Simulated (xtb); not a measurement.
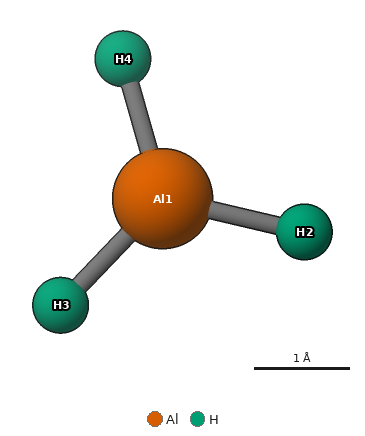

Figure 1. The structure (ball-and-stick view, seen on its broad side; atoms are numbered from 1 in the order of the input). Sticks mark near contacts. Bond lengths as drawn: Al–H 1.55 Å.

**Run report: AlH3, energy and gradient calculation**

System: AlH3.
Method: GFN-FF (xtb 6.7.1).

The geometry comes from this level: GFN2-xTB.

The input (geom.xyz):
```
4
AlH3
Al    -0.00001000    -0.00002000     0.00002000
H      1.55265000    -0.03052000     0.01461000
H     -0.74981000     1.35984000    -0.01912000
H     -0.80283000    -1.32930000     0.00448000
```

File .CHRG:
```
0
```

File .UHF:
```
0
```

Launch command:
```bash
xtb geom.xyz --gfnff --grad > geom.out 2> xtb.err
```

Output:
```
* xtb version 6.7.1
   ID    Z sym.   atoms
    1   13 Al     1
    2    1 H      2-4

           -------------------------------------------------
          |                Calculation Setup                |
           -------------------------------------------------

          program call               : xtb geom.xyz --gfnff --grad
          coordinate file            : geom.xyz
          omp threads                :                     1

          charge from .CHRG file: 0

          ==================== Thresholds ====================
          CN  :   150.00000
          rep :   500.00000
          disp:  2500.00000
          HB1 :   250.00000
          HB2 :   450.00000

          Pauling EN used:
          Z : 1  EN :  2.20
          Z :13  EN :  1.61
          electric field strengths (au): 0.000

           -------------------------------------------------
          |           Force Field Initialization            |
           -------------------------------------------------

          distances ...
          ----------------------------------------
          generating topology and atomic info file ...
          pair mat ...
          computing topology distances matrix with Floyd-Warshall algo ...
          making topology EEQ charges ...
          #fragments for EEQ constrain: 1
          ----------------------------------------
          generating topology and atomic info file ...
          pair mat ...
          computing topology distances matrix with Floyd-Warshall algo ...
          making topology EEQ charges ...
          #fragments for EEQ constrain: 1
          rings ...
          # BATM   0
          # H in HB   3

  atom   neighbors  erfCN metchar sp-hybrid imet pi  qest     coordinates
    1  Al      3    2.75   0.07         2    1    0   0.059   -0.000019   -0.000038    0.000038
    2  H       1    0.96   0.01         0    0    0  -0.020    2.934083   -0.057674    0.027609
    3  H       1    0.96   0.01         0    0    0  -0.020   -1.416936    2.569725   -0.036132
    4  H       1    0.96   0.01         0    0    0  -0.020   -1.517129   -2.512013    0.008466

          #atoms :   4
          #bonds :   3
          #angl  :   3
          #tors  :   0
          #nmol  :   1
          #optfrag :   1
           -------------------------------------------------
          |                   G F N - F F                   |
          |          A general generic force-field          |
          |                  Version 1.0.3                  |
           -------------------------------------------------
          Number of HB bonds (bound hydrogen)     0
          Number of HB bonds (unbound hydrogen)   0
          Number of XB bonds                      0

 E+G (total)                   0 d,  0 h,  0 min,  0.000 sec
 distance/D3 list               ...        0 min,  0.000 sec (  1.545%)
 non bonded repulsion           ...        0 min,  0.000 sec ( 20.237%)
 dCN                            ...        0 min,  0.000 sec (  3.153%)
 EEQ energy and q               ...        0 min,  0.000 sec ( 12.893%)
 D3                             ...        0 min,  0.000 sec ( 12.915%)
 EEQ gradient                   ...        0 min,  0.000 sec ( 10.307%)
 bonds                          ...        0 min,  0.000 sec (  8.104%)
 bend and torsion               ...        0 min,  0.000 sec (  5.491%)
 bonded ATM                     ...        0 min,  0.000 sec (  0.709%)
 HB/XB (incl list setup)        ...        0 min,  0.000 sec ( 14.306%)

         :::::::::::::::::::::::::::::::::::::::::::::::::::::
         ::                     SUMMARY                     ::
         :::::::::::::::::::::::::::::::::::::::::::::::::::::
         :: total energy              -0.223166459707 Eh    ::
         :: gradient norm              0.014468006653 Eh/a0 ::
         ::.................................................::
         :: bond energy               -0.228089258192 Eh    ::
         :: angle energy               0.000000000004 Eh    ::
         :: torsion energy             0.000000000000 Eh    ::
         :: repulsion energy           0.006450061911 Eh    ::
         :: electrostat energy        -0.000944909086 Eh    ::
         :: dispersion energy         -0.000582354344 Eh    ::
         :: HB energy                  0.000000000000 Eh    ::
         :: XB energy                  0.000000000000 Eh    ::
         :: bonded atm energy          0.000000000000 Eh    ::
         :: external energy            0.000000000000 Eh    ::
         :: add. restraining           0.000000000000 Eh    ::
         :: total charge              -0.000000000000 e     ::
         :::::::::::::::::::::::::::::::::::::::::::::::::::::

           -------------------------------------------------
          |                Property Printout                |
           -------------------------------------------------

molecular dipole:
                 x           y           z       tot (Debye)
 q only:        0.000       0.000       0.000       0.000

           -------------------------------------------------
          | TOTAL ENERGY               -0.223166459707 Eh   |
          | GRADIENT NORM               0.014468006653 Eh/α |
           -------------------------------------------------
########################################################################
[WARNING] Runtime exception occurred
-1- gfnff_setup: Could not read topology file.
########################################################################

------------------------------------------------------------------------
------------------------------------------------------------------------
 total:
 *  cpu-time:     0 d,  0 h,  0 min,  0.002 sec
 * ratio c/w:     0.999 speedup
 SCF:
 *  cpu-time:     0 d,  0 h,  0 min,  0.000 sec
 * ratio c/w:     0.998 speedup
```

Standard error:
```
normal termination of xtb
```

Key numbers:

- outcome: converged
- total energy: −0.223166 hartree
- dispersion energy: −0.000582 hartree
- largest force: 0.430 eV/Å
- dipole moment: 0.00 D
- hardware: 1 thread of Intel Xeon @ 2.90GHz (Ice Lake), 192 GiB of memory available, shared host
- peak memory: 0.069 GiB
